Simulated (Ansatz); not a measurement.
# CF2 (SMILES F[C]F): CCSDT/STO-3G

Aim: the vertical electron affinity of CF2 at CCSDT/STO-3G, from 2 runs. 

The results are computed with Ansatz 0.2.0.

40 further runs of the same task are left out: 4 that didn't finish, 36 set aside as unsound or not needed.

**1. The system as given**

The species is CF2 (3 atoms), meant as a singlet with charge 0. SMILES: `F[C]F`. The shape is that of a GFN2-xTB optimisation.

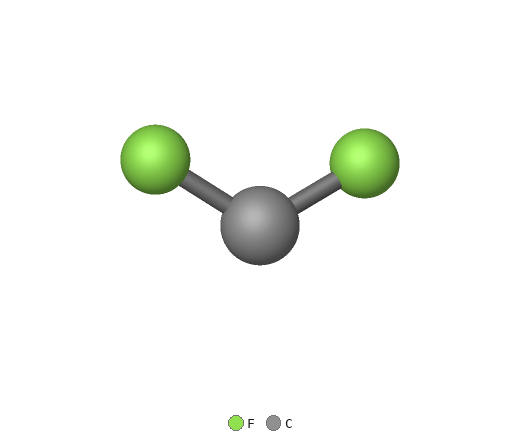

The structure, seen from a chosen angle (fluorine green, carbon grey).

**2. A single-point energy at CCSDT/STO-3G**

File molecule.yaml:

```yaml
basis:
  gaussian: {orbitals: STO-3G}
crystal:
  periodic: [false, false, false]
  atoms:
    - {symbol: F, position_ang: [0.396940, 1.032800, 0.332770]}
    - {symbol: C, position_ang: [0.326820, -0.272180, 0.149730]}
    - {symbol: F, position_ang: [-0.723760, -0.760620, -0.482500]}
correlation: {method: ccsdt, frozen_orbitals: {C: 1, F: 1}}
accuracy: high
scf: {omitted_lower_state_checks: [cluster_reference, increment]}
```

Started as:

```console
$ ansatz run molecule.yaml --threads 1 --pin off --max-ram 2610MiB --events-out events.jsonl --progress --plain --runs-dir runs
```

What it wrote:

```text
Warning: RAYON_NUM_THREADS=1 ignored (pool sized by the plan → 1); use --threads N
Functional definition: HF
  name "HF"
  exchange = exact_x
  correlation = 0
these checks for a lower state are left out or cut short: cluster_reference, increment
250 factors; integrals over basis functions are off by at most 3.4e-8 eV
mean field evaluation 1: about -6348.6267 eV, gradient 2.2e1 eV
mean field evaluation 2: about -6348.7391 eV, gradient 2.2e1 eV
mean field evaluation 4: about -6350.6125 eV, gradient 1.8e0 eV
mean field evaluation 8: about -6350.6422 eV, gradient 4.3e-2 eV
mean field -6350.64225358 eV, -233.3817981991 hartree, gradient 2.5e-8 eV, S^2 0.000000; 0 other end points of the search recorded, 0 dependent functions left out; unrestricted orbitals would lower it
3 core orbitals not correlated: weight in the atoms' cores, before any rotation towards them, 1.000 or more for the frozen orbitals, at most 0.000 for the correlated occupied ones
reference -6350.64225358 eV, -233.3817981991 hartree; 9, 9 occupied and 3, 3 virtual orbitals, 250 factors
second order -2.50052109 eV of doubles, -0.00000000 eV of singles
cycle   1  -2.67864001 eV  change   -1.8e-1 eV  update   1.1e-1
cycle   2  -3.06827827 eV  change   -3.9e-1 eV  update   5.9e-2
cycle   3  -3.28594693 eV  change   -2.2e-1 eV  update   3.2e-2
cycle   4  -3.31197284 eV  change   -2.6e-2 eV  update   9.6e-3
cycle   5  -3.30894933 eV  change    3.0e-3 eV  update   6.3e-3
cycle   6  -3.30903612 eV  change   -8.7e-5 eV  update   2.0e-3
cycle   7  -3.31047714 eV  change   -1.4e-3 eV  update   1.3e-3
cycle   8  -3.31006455 eV  change    4.1e-4 eV  update   5.4e-4
cycle   9  -3.31019876 eV  change   -1.3e-4 eV  update   2.1e-4
cycle  10  -3.31028986 eV  change   -9.1e-5 eV  update   7.7e-5
cycle  11  -3.31022545 eV  change    6.4e-5 eV  update   2.8e-5
cycle  12  -3.31023537 eV  change   -9.9e-6 eV  update   8.3e-6
cycle  13  -3.31023149 eV  change    3.9e-6 eV  update   3.1e-6
cycle  14  -3.31023255 eV  change   -1.1e-6 eV  update   1.4e-6
cycle  15  -3.31023279 eV  change   -2.4e-7 eV  update   6.5e-7
cycle  16  -3.31023343 eV  change   -6.3e-7 eV  update   2.5e-7
cycle  17  -3.31023325 eV  change    1.8e-7 eV  update   1.1e-7
cycle  18  -3.31023325 eV  change    1.3e-9 eV  update   4.7e-8
cycle  19  -3.31023264 eV  change    6.1e-7 eV  update   9.1e-8
cycle  20  -3.31023244 eV  change    2.0e-7 eV  update   4.0e-8
cycle  21  -3.31023237 eV  change    7.2e-8 eV  update   1.9e-8
cycle  22  -3.31023236 eV  change    9.4e-9 eV  update   9.0e-9
cycle  23  -3.31023236 eV  change  -6.5e-10 eV  update   4.6e-9
cycle  24  -3.31023236 eV  change    2.0e-9 eV  update   1.6e-9
cycle  25  -3.31023236 eV  change   1.9e-10 eV  update  5.6e-10
Total energy: -6353.95248594 eV, -233.5034469947 hartree
Checks for a lower state left out: cluster_reference, increment
```

It took 0.34 s on 1 thread of Arm Neoverse V1, shared host.

**3. The doublet anion**

File input.yaml:

```yaml
crystal:
  periodic: [false, false, false]
  atoms:
    - {symbol: F, position_ang: [0.396940, 1.032800, 0.332770]}
    - {symbol: C, position_ang: [0.326820, -0.272180, 0.149730]}
    - {symbol: F, position_ang: [-0.723760, -0.760620, -0.482500]}
basis:
  gaussian:
    orbitals: STO-3G
total_charge: -1
scf:
  omitted_lower_state_checks: [cluster_reference, increment]
magnetization:
  spin_polarized: true
  initial_magnetization: 1
accuracy: high
correlation:
  method: ccsdt
  frozen_orbitals: {C: 1, F: 1}
```

Started as:

```console
$ ansatz run input.yaml --threads 1 --pin off --max-ram 2610MiB --events-out events.jsonl --progress --plain --runs-dir runs
```

What it wrote:

```text
Warning: RAYON_NUM_THREADS=1 ignored (pool sized by the plan → 1); use --threads N
[... 4 set-up lines as earlier in the session ...]
these checks for a lower state are left out or cut short: cluster_reference, increment
250 factors; integrals over basis functions are off by at most 3.4e-8 eV
mean field evaluation 1: about -6343.8923 eV, gradient 6.6e0 eV
mean field evaluation 2: about -6344.0572 eV, gradient 6.6e0 eV
mean field evaluation 4: about -6344.4699 eV, gradient 8.1e-1 eV
mean field evaluation 8: about -6344.4811 eV, gradient 1.4e-6 eV
mean field -6344.48113323 eV, -233.1553812023 hartree, gradient 1.3e-8 eV, S^2 0.755049; 0 other end points of the search recorded, 0 dependent functions left out
3 core orbitals not correlated: weight in the atoms' cores, before any rotation towards them, 1.000 or more for the frozen orbitals, at most 0.000 for the correlated occupied ones
reference -6344.48113323 eV, -233.1553812023 hartree; 10, 9 occupied and 2, 3 virtual orbitals, 250 factors
second order -1.29876770 eV of doubles, -0.00000000 eV of singles
cycle   1  -1.52749798 eV  change   -2.3e-1 eV  update   5.3e-2
cycle   2  -1.69639497 eV  change   -1.7e-1 eV  update   2.2e-2
cycle   3  -1.75088235 eV  change   -5.4e-2 eV  update   1.2e-2
cycle   4  -1.75755293 eV  change   -6.7e-3 eV  update   3.4e-3
cycle   5  -1.75721767 eV  change    3.4e-4 eV  update   1.5e-3
cycle   6  -1.75669497 eV  change    5.2e-4 eV  update   4.0e-4
cycle   7  -1.75660363 eV  change    9.1e-5 eV  update   1.7e-4
cycle   8  -1.75671138 eV  change   -1.1e-4 eV  update   8.4e-5
cycle   9  -1.75673371 eV  change   -2.2e-5 eV  update   2.9e-5
cycle  10  -1.75671369 eV  change    2.0e-5 eV  update   1.1e-5
cycle  11  -1.75670815 eV  change    5.5e-6 eV  update   4.3e-6
cycle  12  -1.75670895 eV  change   -8.0e-7 eV  update   1.2e-6
cycle  13  -1.75670940 eV  change   -4.5e-7 eV  update   4.6e-7
cycle  14  -1.75671000 eV  change   -6.0e-7 eV  update   1.8e-7
cycle  15  -1.75670994 eV  change    6.5e-8 eV  update   6.3e-8
cycle  16  -1.75670990 eV  change    4.0e-8 eV  update   3.0e-8
cycle  17  -1.75670991 eV  change   -1.4e-8 eV  update   1.6e-8
cycle  18  -1.75670978 eV  change    1.4e-7 eV  update   2.8e-8
cycle  19  -1.75670975 eV  change    3.0e-8 eV  update   9.9e-9
cycle  20  -1.75670973 eV  change    1.5e-8 eV  update   4.0e-9
cycle  21  -1.75670973 eV  change   -2.1e-9 eV  update   1.7e-9
cycle  22  -1.75670973 eV  change  -9.6e-10 eV  update  7.0e-10
Total energy: -6346.23784296 eV, -233.2199390942 hartree
Checks for a lower state left out: cluster_reference, increment
```

It took 0.46 s on 1 thread of Arm Neoverse V1, shared host.

**4. Outcome**

Level: CCSDT/STO-3G, 3 core orbitals frozen.

| quantity | value |
| --- | --- |
| singlet CF2: total energy | -233.50345 Eh |
| singlet CF2: correlation energy (3 core orbitals frozen) | -121.6 mEh |
| singlet CF2: T1 diagnostic | 0.022 |
| doublet anion: total energy | -233.21994 Eh |
| doublet anion: correlation energy (3 core orbitals frozen) | -64.6 mEh |
| doublet anion: ⟨S²⟩ of the reference determinant | 0.755 |
| doublet anion: T1 diagnostic | 0.010 |
| vertical electron affinity (to the doublet anion) | -7.715 eV |

What this shows: The anion lies 7.71 eV (178 kcal/mol) above the neutral: the electron isn't bound at this level, and such a value depends on the basis. Without diffuse functions anions come out too high. In a minimal basis such a difference can be off by several eV, whatever the method. The T1 diagnostic (singlet CF2) of 0.022 is above the customary mark for such species, so a single reference may not serve. The restricted solution (singlet CF2) is unstable to spin breaking: an unrestricted one lies lower.
